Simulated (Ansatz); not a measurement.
Effect of Nb → Y on NbC

Base system: NbC in the rock salt structure (space group Fm-3m, No. 225; a = 4.485 Å).

Now apply this change: every Nb is replaced by Y; the structure is relaxed again.

Calculations: Ansatz (an electronic-structure program), PBE, PAW, cutoff 420 eV, scalar-relativistic without spin-orbit coupling. k-mesh 16×16×16 (Γ-centred); smearing 0.05 eV (Fermi–Dirac), for the changed cell.

```json
[
 {"quantity": "volume per atom", "base": "11.28 Å³", "changed": "16.44 Å³", "shift": "+5.16 Å³"},
 {"quantity": "density", "base": "7.72 g/cm³", "changed": "5.10 g/cm³", "shift": "-2.628 g/cm³"},
 {"quantity": "lattice parameter a", "base": "4.485 Å", "changed": "5.086 Å", "shift": "+0.6005 Å"},
 {"quantity": "space group", "base": "Fm-3m (No. 225)", "changed": "Fm-3m (No. 225)", "shift": "–"},
 {"quantity": "band gap", "base": "zero", "changed": "zero", "shift": "–"}
]
```

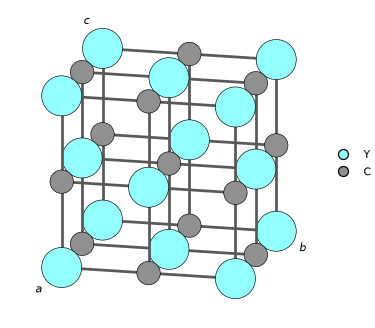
Figure: The relaxed conventional cell after the change

No phonon test of stability was made. For YC in this form, whether it has been made was not checked. All final runs are without spin polarisation. An odd electron count without spin: YC and NbC. YC has a high density of states at the Fermi level and may be magnetic at this level.
